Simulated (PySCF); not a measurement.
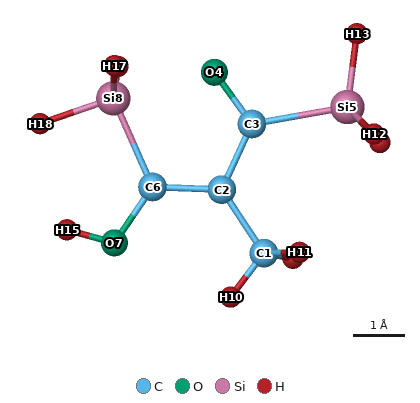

Figure 1. The structure as given in the input (ball-and-stick view, seen on its broad side; atoms are numbered from 1 in the order of the input).

# NMR shielding calculation of C4H10O2Si2

C4H10O2Si2, computed with GIAO PBE0/pcSseg-1 NMR shielding, non-relativistic, IEF-PCM water (PySCF 2.14.0).

The geometry comes from this level: GFN2-xTB. Figures and captions count atoms from 1; the log counts them from 0 in places.

The input:
```
{"job": {"kind": "nmr", "xc": "PBE0", "basis": "pcSseg-1", "solvent": "water", "pop": false}, "charge": 0, "multiplicity": 1}
C     -1.022845    -1.465393    -0.962578
C     -0.099707    -0.510308    -0.270973
C     -0.549224     0.742078     0.222557
O      0.263406     1.504642     0.800181
Si    -2.337136     1.390080     0.071155
C      1.226659    -0.716860    -0.035533
O      1.847976    -1.828706    -0.418820
Si     2.143001     0.682777     0.876118
H     -1.770851    -1.848677    -0.268973
H     -0.450672    -2.302558    -1.354550
H     -1.543276    -0.974782    -1.783874
H     -2.651898     1.548654    -1.350985
H     -2.394560     2.665414     0.775201
H     -3.246998     0.406380     0.662523
H      2.781521    -1.773231    -0.160028
H      1.859736     0.695019     2.308893
H      2.442544     1.816020     0.004831
H      3.493563    -0.024231     0.873198
```

The first line tells a small driver script what to run in PySCF; the rest is the geometry in Å.

Command:
```bash
OMP_NUM_THREADS=1 python <driver script> task.json out
```

What the program printed:
```
coarse grid: 15968 points
cycle   1  E = -887.0091359676  dE =  1.064e+00  |g| = 7.965e-01  |ddm| = 3.983e+00
cycle   2  E = -886.7419009771  dE =  2.672e-01  |g| = 1.426e+00  |ddm| = 1.764e+00
cycle   3  E = -887.1184629997  dE = -3.766e-01  |g| = 2.085e-01  |ddm| = 1.344e+00
cycle   4  E = -887.1265430146  dE = -8.080e-03  |g| = 7.517e-02  |ddm| = 2.370e-01
cycle   5  E = -887.1275175100  dE = -9.745e-04  |g| = 2.167e-02  |ddm| = 7.055e-02
cycle   6  E = -887.1276132289  dE = -9.572e-05  |g| = 7.032e-03  |ddm| = 2.539e-02
cycle   7  E = -887.1276241563  dE = -1.093e-05  |g| = 2.117e-03  |ddm| = 7.594e-03
cycle   8  E = -887.1276251711  dE = -1.015e-06  |g| = 4.678e-04  |ddm| = 2.081e-03
final grid: 144824 points
cycle   9  E = -887.1931609304  dE = -1.585e-05  |g| = 1.228e-02  |ddm| = 2.908e-02
cycle  10  E = -887.1930926617  dE =  6.827e-05  |g| = 2.262e-02  |ddm| = 2.806e-02
cycle  11  E = -887.1931893267  dE = -9.666e-05  |g| = 1.967e-03  |ddm| = 1.878e-02
cycle  12  E = -887.1931900713  dE = -7.446e-07  |g| = 4.101e-04  |ddm| = 1.673e-03
cycle  13  E = -887.1931900951  dE = -2.382e-08  |g| = 1.643e-04  |ddm| = 3.929e-04
cycle  14  E = -887.1931901007  dE = -5.539e-09  |g| = 3.670e-05  |ddm| = 1.643e-04
cycle  15  E = -887.1931901009  dE = -2.535e-10  |g| = 1.637e-05  |ddm| = 4.809e-05
```

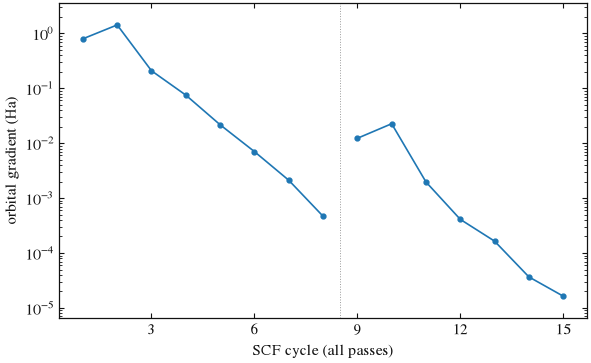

Figure 2. Convergence of the self-consistent field: orbital gradient against the SCF cycle. The dotted line marks the change from a coarse to the final integration grid. The first 8 cycles use a coarse grid, the final grid takes over at cycle 9, and the field converges after 15 cycles in all.

```
converged SCF energy = -887.1931901009

GIAO shielding tensors (ppm)
atom      isotropic    diamagn.    paramagn.     s11        s22        s33       span
  0 C      176.492     246.524     -70.032    162.979    180.444    186.054     23.075
  1 C       56.052     265.517    -209.465    -34.327     53.141    149.343    183.670
  2 C      -41.749     253.081    -294.830   -161.514    -69.842    106.109    267.622
  3 O     -180.725     407.486    -588.212   -611.932   -233.691    303.446    915.378
  4 Si     426.537     881.013    -454.477    383.297    437.325    458.988     75.691
  5 C      -17.955     256.244    -274.199   -140.267    -35.842    122.243    262.510
  6 O      127.614     389.627    -262.013    -58.760    157.045    284.558    343.317
  7 Si     459.133     878.108    -418.975    402.065    433.843    541.491    139.426
  8 H       29.671      29.444       0.226     25.623     27.414     35.974     10.351
  9 H       29.020      29.632      -0.611     23.786     29.185     34.090     10.304
 10 H       29.710      29.765      -0.054     25.324     28.189     35.619     10.295
 11 H       27.173      29.071      -1.898     23.937     26.371     31.210      7.273
 12 H       27.728      28.973      -1.245     24.017     26.662     32.505      8.488
 13 H       27.166      29.093      -1.927     23.737     26.673     31.087      7.350
 14 H       23.474      30.206      -6.732     17.391     23.810     29.222     11.831
 15 H       27.129      29.628      -2.499     23.169     26.747     31.471      8.302
 16 H       27.130      29.642      -2.512     23.171     26.753     31.467      8.296
 17 H       27.878      29.768      -1.890     24.325     26.901     32.408      8.083
```

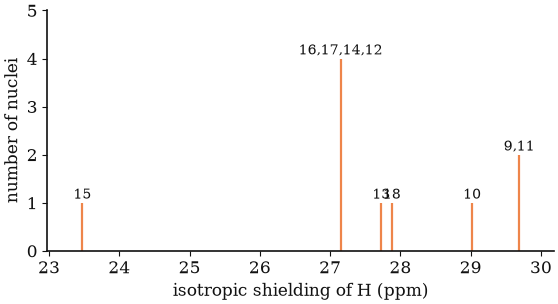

Figure 3. Isotropic shieldings of the hydrogen nuclei in this fixed geometry, labelled by atom number; shielding grows to the right, so chemical shift grows to the left. The least shielded is H15 (23.5 ppm), the most shielded H11 (29.7 ppm).

Results in brief:

| quantity | value |
| --- | --- |
| outcome | converged |
| total energy | −887.193190 hartree |
| HOMO | −7.17 eV |
| LUMO | −2.09 eV |
| dipole moment | 3.27 D |
| isotropic shielding, C | −41.7 to 176.5 ppm |
| isotropic shielding, O | −180.7 to 127.6 ppm |
| isotropic shielding, Si | 426.5 to 459.1 ppm |
| isotropic shielding, H | 23.5 to 29.7 ppm |
| hardware | 1 CPU thread, shared host |
| wall time | 31 s |
| peak memory | 1 GiB |
